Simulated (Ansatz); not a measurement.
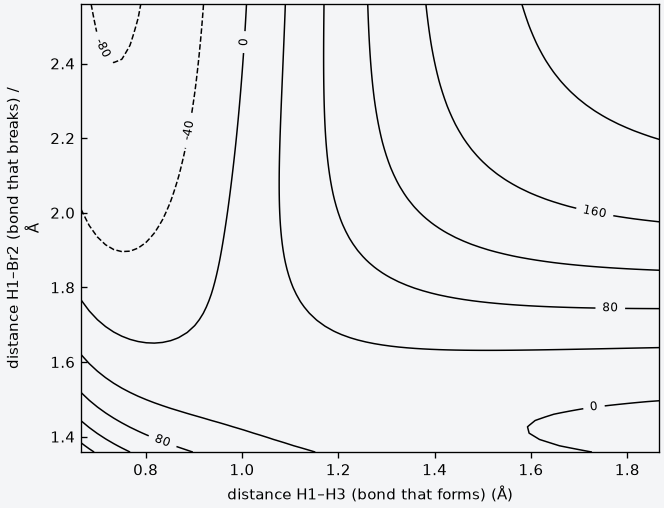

Energy landscape of the reacting system BrH2 (fragments BrH + H where the first distance is long, H₂ + Br where the second is long), spin multiplicity 2. First axis: distance H1–H3 (bond that forms). Second axis: distance H1–Br2 (bond that breaks). Relaxed at each point: all other coordinates. The grid has 13 × 13 points. Points are written as (first, second). All energies are given in kJ/mol relative to a guessed transition structure relaxed with its forming and breaking bonds held. In part of the range the unrestricted reference is strongly spin-contaminated. Theory: UHF/def2-TZVP in Ansatz 0.2.0.

The picture shows contour lines labelled in kJ/mol. Between grid points the surface is interpolated. 

Q: Summarise what can be read from the map.

A: The lowest grid point is at (0.720 Å, 2.559 Å), −85 kJ/mol from a guessed transition structure relaxed with its forming and breaking bonds held. It lies in a valley that leaves the map towards separated partners. The highest grid point, (1.866 Å, 2.559 Å), lies 311 kJ/mol above the lowest. On the interpolated surface the lowest path from the side where the first distance is long, (1.866 Å, 1.413 Å), to the side where the second distance is long, about (0.73 Å, 2.56 Å), has its top at about (1.10 Å, 1.53 Å), about 30 kJ/mol above the start and 107 kJ/mol above the end.

The values on the grid:

```tsv
second ↓, first →	0.666	0.720	0.794	0.878	0.970	1.068	1.171	1.278	1.389	1.504	1.621	1.742	1.866
2.559	−75	−85	−79	−56	−18	29	80	127	162	188	205	218	226
2.435	−71	−81	−76	−53	−15	31	81	125	158	183	200	212	220
2.314	−65	−75	−71	−48	−12	33	80	121	153	177	193	204	212
2.197	−58	−68	−64	−43	−8	35	79	116	146	167	182	193	200
2.082	−48	−59	−56	−36	−3	36	75	109	134	153	167	176	183
1.971	−35	−48	−46	−28	1	36	69	97	119	135	146	154	159
1.864	−19	−33	−34	−20	5	34	60	82	98	110	118	123	126
1.761	1	−15	−20	−10	8	30	48	63	73	80	84	86	87
1.663	27	7	−2	1	12	25	35	43	47	49	50	50	49
1.571	58	35	19	15	17	21	25	26	25	24	22	20	18
1.487	95	68	46	34	28	24	20	16	12	8	4	1	−2
1.413	139	107	78	59	45	35	26	17	10	4	−1	−5	−8
1.359	180	143	110	85	66	51	38	27	18	10	4	−1	−4
```

The whole map (169 points run) took 4.3 min on 1 thread of Arm Neoverse V1, on a shared host.
